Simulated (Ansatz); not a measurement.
**FGa···HCl: density, localisation and related maps**

| atom | x (Å) | y (Å) | z (Å) |
| --- | --- | --- | --- |
| Ga | -1.3426 | -1.6098 | -1.0937 |
| F | -0.2442 | -0.1790 | -0.9010 |
| H | 0.5454 | 0.6536 | 0.4477 |
| Cl | 1.0413 | 1.1353 | 1.5471 |

The reactant side of a reaction path; geometry: PBE0-D4/def2-TZVP.

Level of theory: RKS PBE0-D4/def2-TZVPP (Ansatz).

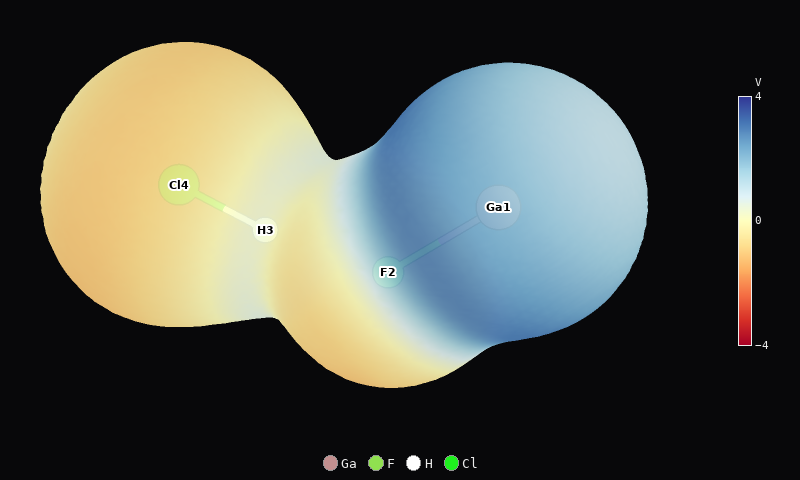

Figure 1. The electrostatic potential painted on the density surface at 0.004 e/bohr³, seen at a tilt; red is negative and blue positive.

### Which sites attract a positive test charge, and which a negative one?

A positive charge is drawn to the negative regions and a negative charge to the positive ones. The most negative region (about −1.1 V) lies over F2 and Cl4, the most positive (about +3.0 V) over Ga1.

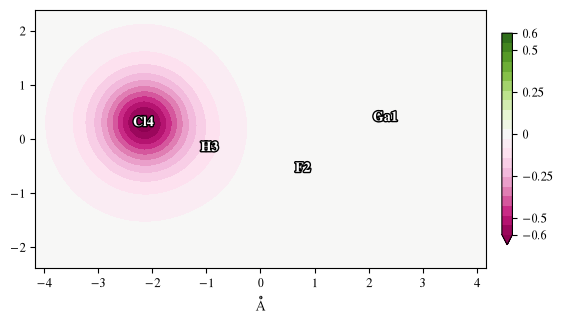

Figure 2. The HOMO−1 on a plane 0.8 Å above the molecular plane (values in Å⁻³ᐟ²; the overall sign is arbitrary).

### Describe this orbital and give its energy.

By Hirshfeld shares it lies mainly on Cl4 (about 95 %); it changes sign across the molecular plane (π type). Its energy is −8.55 eV.

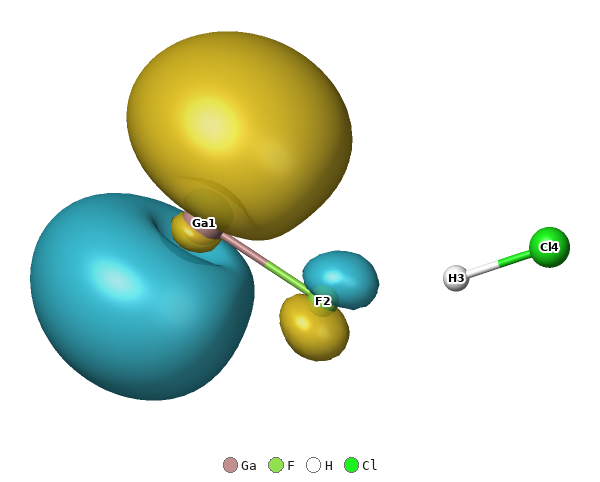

Figure 3. The LUMO at ±0.1 Å⁻³ᐟ² (yellow and cyan are the two phases), seen at an oblique angle.

### Describe this orbital and give its energy.

It lies mainly on Ga1 (about 95 %); it is symmetric in the molecular plane (an in-plane orbital: σ, lone-pair or in-plane π type). Its energy is −1.86 eV.
